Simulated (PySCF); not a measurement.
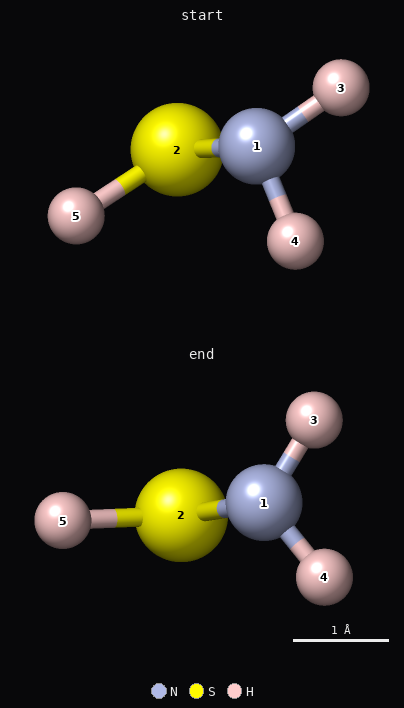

The structure of NH$_{3}$S before (top) and after (bottom) a relaxation, at one scale.

Style: ball-and-stick. Shown at a tilt.

The start comes from MMFF94s. Its atoms were then displaced at random by about 0.03 Å.

All numbers below come from PySCF 2.14.0, density-fitted response routines, PBE0-D3(BJ)/def2-SVP geometry optimisation, gas phase. 

### Describe what moved and what it gained.

The atom that moves furthest after the best rigid fit is H5 (0.39 Å). By element the largest moves are H 0.39 Å, S 0.30 Å, N 0.20 Å. Near-neighbour distances that change, for instance: N1–S2 1.565 → 1.714 Å, N1–H4 1.091 → 1.017 Å, N1–H3 1.081 → 1.017 Å, S2–H5 1.338 → 1.356 Å. Among the angles between lasting bonds that change: H3–N1–H4 102.5° → 109.4°, S2–N1–H3 116.8° → 110.8°, S2–N1–H4 107.7° → 110.8°. Groups turn about N1–S2 by about 50°. After 8 geometry steps the energy has fallen by 0.900 eV.
